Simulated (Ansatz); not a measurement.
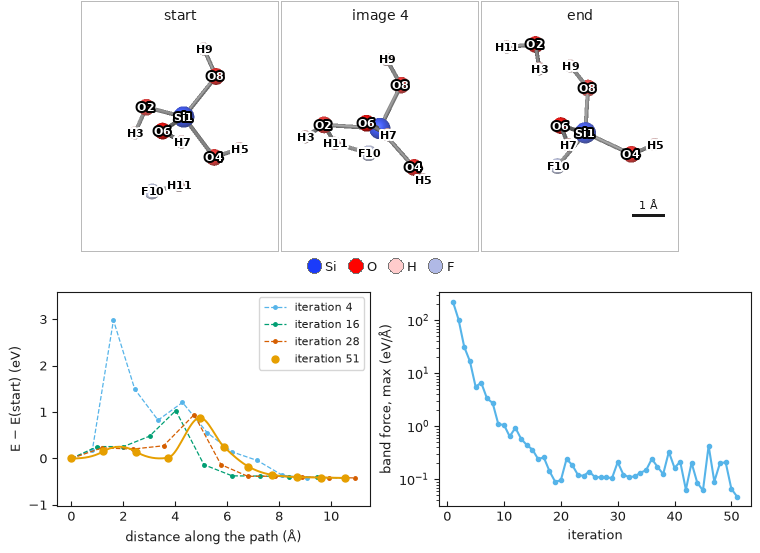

NEB run on SiH$_{5}$O$_{4}$F. Images are numbered from 0 (start) to 10 (end). The plot follows the band through its iterations. A ball-and-stick model, seen from a free direction.

Theory: RKS PBE0/def2-SVP in Ansatz 0.2.0. Settings: 9 movable images; climbing image; force threshold 0.05 eV/Å; iteration limit 60; starting path through a guess of the saddle point.

**Did the band converge, and can the barrier be trusted?**

The run is converged, with reservations. The band converged in 51 iterations. The largest component of the band force went from 230 to 0.047 eV/Å. The climbing image converged on the top of the path. Its vibrational analysis gives 2 imaginary modes over 30i cm⁻¹, so it isn't confirmed as a transition state. The first iteration put the highest image at 52.65 eV. The highest point, image 4, lies 0.88 eV above the start and 1.30 eV above the end; the end is at −0.42 eV relative to the start. The profile has 2 maxima (images 1, 4) with a dip at image 3 (+0.02 eV), so the process runs in steps.

The run took 12 min on 4 threads of Arm Neoverse V2, on a shared host, peak memory 0.27 GiB.
